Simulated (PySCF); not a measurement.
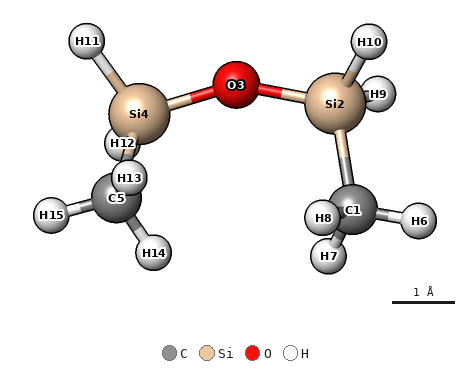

Fig. 1: The structure (ball-and-stick view, seen at a tilt; atoms are numbered from 1 in the order of the input). Bond lengths as drawn: C–H 1.10 Å, C–Si 1.87 Å, H–Si 1.49 to 1.50 Å and O–Si 1.66 Å.

# Two runs on C2H10OSi2

System: C2H10OSi2, SMILES C[SiH2]O[SiH2]C.
Method of run 1: GIAO WP04/pcSseg-1 NMR shielding, non-relativistic, gas phase (PySCF 2.14.0).

The geometry comes from this level: PBE0-D3(BJ)/def2-SVP. Text and figures count atoms from 1; the logs count them from 0 in places.

Input, run 1:
```
{"job": {"kind": "nmr", "xc": "WP04", "basis": "pcSseg-1", "pop": false}, "charge": 0, "multiplicity": 1}
C     -1.831384     1.001341     0.295292
Si    -1.470463    -0.721194     0.932071
O      0.037562    -1.225812     0.472195
Si     1.411330    -1.099123    -0.443738
C      1.893211     0.693413    -0.682668
H     -2.838018     1.319900     0.610298
H     -1.795091     1.034682    -0.804899
H     -1.105411     1.730540     0.687245
H     -2.484427    -1.682123     0.399814
H     -1.534494    -0.737818     2.424453
H      2.502861    -1.835145     0.260236
H      1.180360    -1.741968    -1.775033
H      2.055938     1.189130     0.286984
H      1.110453     1.246053    -1.225228
H      2.825972     0.767996    -1.264192
```

The first line tells a small driver script what to run in PySCF; the rest is the geometry in Å.

Command:
```bash
OMP_NUM_THREADS=1 python <driver script> task.json out
```

Hardware: 1 CPU thread, shared host.

Output (run 1):
```
coarse grid: 12712 points
cycle   1  E = -746.4443574912  dE =  1.308e-01  |g| = 1.223e+00  |ddm| = 3.408e+00
cycle   2  E = -745.7669009910  dE =  6.775e-01  |g| = 2.147e+00  |ddm| = 2.733e+00
cycle   3  E = -746.7028015828  dE = -9.359e-01  |g| = 3.117e-01  |ddm| = 2.261e+00
cycle   4  E = -746.7208102737  dE = -1.801e-02  |g| = 1.230e-01  |ddm| = 3.032e-01
cycle   5  E = -746.7244945635  dE = -3.684e-03  |g| = 1.221e-02  |ddm| = 9.954e-02
cycle   6  E = -746.7245383377  dE = -4.377e-05  |g| = 3.475e-03  |ddm| = 1.997e-02
cycle   7  E = -746.7245413585  dE = -3.021e-06  |g| = 5.582e-04  |ddm| = 4.522e-03
final grid: 111200 points
cycle   8  E = -746.7754357372  dE = -3.065e-05  |g| = 7.755e-03  |ddm| = 2.028e-02
cycle   9  E = -746.7754187155  dE =  1.702e-05  |g| = 1.182e-02  |ddm| = 1.283e-02
cycle  10  E = -746.7754485310  dE = -2.982e-05  |g| = 1.451e-03  |ddm| = 8.285e-03
cycle  11  E = -746.7754489196  dE = -3.886e-07  |g| = 2.379e-04  |ddm| = 1.184e-03
cycle  12  E = -746.7754489318  dE = -1.222e-08  |g| = 4.661e-05  |ddm| = 2.242e-04
cycle  13  E = -746.7754489323  dE = -4.395e-10  |g| = 8.715e-06  |ddm| = 5.751e-05
converged SCF energy = -746.7754489323

GIAO shielding tensors (ppm)
atom      isotropic    diamagn.    paramagn.     s11        s22        s33       span
  0 C      171.600     257.310     -85.710    160.932    173.827    180.042     19.110
  1 Si     366.785     881.741    -514.956    323.771    363.435    413.151     89.380
  2 O      301.404     404.444    -103.040    261.157    305.345    337.711     76.554
  3 Si     366.879     881.831    -514.953    322.137    365.670    412.829     90.692
  4 C      171.599     257.230     -85.631    160.769    173.892    180.136     19.368
  5 H       31.586      28.777       2.809     28.075     28.101     38.581     10.506
  6 H       31.175      34.232      -3.056     27.769     29.754     36.003      8.235
  7 H       31.144      34.616      -3.472     27.484     30.007     35.941      8.457
  8 H       27.293      29.319      -2.026     23.835     25.749     32.294      8.459
  9 H       27.331      29.578      -2.247     23.895     25.766     32.333      8.438
 10 H       27.350      29.069      -1.719     23.818     25.804     32.429      8.611
 11 H       27.279      30.171      -2.892     23.943     25.755     32.139      8.196
 12 H       31.129      33.369      -2.240     27.812     29.387     36.187      8.375
 13 H       31.188      35.216      -4.028     27.298     30.240     36.025      8.727
 14 H       31.601      28.861       2.740     28.059     28.152     38.593     10.534
```

Run 2 used a changed input.

The two runs side by side:

| quantity | run 1 | run 2 |
| --- | --- | --- |
| outcome | converged | converged |
| total energy (hartree) | −746.775449 | −736.442419 |
| HOMO (eV) | −9.44 | −9.69 |
| LUMO (eV) | −0.84 | 1.83 |
| dipole moment (D) | 1.52 | 1.58 |
| shielding of C1 (ppm) | 171.6 | 181.5 |
| shielding of Si2 (ppm) | 366.8 | 363.8 |
| shielding of O3 (ppm) | 301.4 | 305.3 |
| shielding of Si4 (ppm) | 366.9 | 364.0 |
| shielding of C5 (ppm) | 171.6 | 181.5 |
| shielding of H10 (ppm) | 27.3 | 26.4 |
| shielding of H11 (ppm) | 27.4 | 26.4 |
| SCF iterations | 13 | 12 |
| basis functions | 149 | 149 |
| wall time (shared host) | 10 s | 14 s |

What was changed in the input?

The change (lines with − go, lines with + come):
```diff
-"xc": "WP04"
+"xc": "CAM-B3LYP"
```

The total energies belong to different methods, so their difference says nothing on which is more stable or more accurate. The HOMO goes from −9.44 to −9.69 eV. The LUMO goes from −0.84 to 1.83 eV. The dipole moment goes from 1.52 to 1.58 D. Of all shieldings, the largest change is that of C1 and C5, by +9.9 ppm. The functional changes from WP04 to CAM-B3LYP. Exact exchange removes part of the self-interaction error of semilocal functionals, which pushes filled and empty levels apart. The SCF takes 12 iterations against 13.

Output (run 2):
```
coarse grid: 12712 points
cycle   1  E = -736.2810511439  dE =  1.364e-01  |g| = 8.056e-01  |ddm| = 3.248e+00
cycle   2  E = -736.1911539638  dE =  8.990e-02  |g| = 1.087e+00  |ddm| = 1.248e+00
cycle   3  E = -736.3984636178  dE = -2.073e-01  |g| = 9.382e-02  |ddm| = 7.977e-01
cycle   4  E = -736.4000707003  dE = -1.607e-03  |g| = 3.475e-02  |ddm| = 8.663e-02
cycle   5  E = -736.4003643799  dE = -2.937e-04  |g| = 4.329e-03  |ddm| = 2.929e-02
cycle   6  E = -736.4003685210  dE = -4.141e-06  |g| = 6.586e-04  |ddm| = 5.326e-03
final grid: 111200 points
cycle   7  E = -736.4424163078  dE = -1.324e-05  |g| = 3.287e-03  |ddm| = 9.102e-03
cycle   8  E = -736.4424164151  dE = -1.074e-07  |g| = 3.248e-03  |ddm| = 4.246e-03
cycle   9  E = -736.4424187595  dE = -2.344e-06  |g| = 4.260e-04  |ddm| = 2.170e-03
cycle  10  E = -736.4424187878  dE = -2.829e-08  |g| = 1.174e-04  |ddm| = 3.381e-04
cycle  11  E = -736.4424187903  dE = -2.510e-09  |g| = 2.708e-05  |ddm| = 9.688e-05
cycle  12  E = -736.4424187904  dE = -1.264e-10  |g| = 2.045e-06  |ddm| = 2.423e-05
converged SCF energy = -736.4424187904

GIAO shielding tensors (ppm)
atom      isotropic    diamagn.    paramagn.     s11        s22        s33       span
  0 C      181.463     255.812     -74.349    168.253    184.035    192.102     23.849
  1 Si     363.763     879.040    -515.276    313.371    356.153    421.765    108.394
  2 O      305.275     401.594     -96.319    246.651    314.673    354.502    107.851
  3 Si     364.028     879.113    -515.085    311.719    358.922    421.444    109.724
  4 C      181.509     255.730     -74.222    168.078    184.234    192.214     24.136
  5 H       31.380      28.806       2.574     27.542     27.638     38.960     11.418
  6 H       30.893      33.168      -2.276     27.277     29.269     36.132      8.856
  7 H       30.861      33.508      -2.648     26.970     29.544     36.068      9.098
  8 H       26.388      28.505      -2.116     22.847     24.905     31.413      8.566
  9 H       26.420      28.721      -2.302     22.903     24.903     31.452      8.549
 10 H       26.441      28.347      -1.906     22.822     24.945     31.555      8.732
 11 H       26.375      29.176      -2.802     22.968     24.906     31.250      8.283
 12 H       30.847      32.456      -1.609     27.318     28.896     36.328      9.010
 13 H       30.903      34.009      -3.105     26.773     29.772     36.166      9.393
 14 H       31.397      28.875       2.522     27.535     27.679     38.976     11.441
```
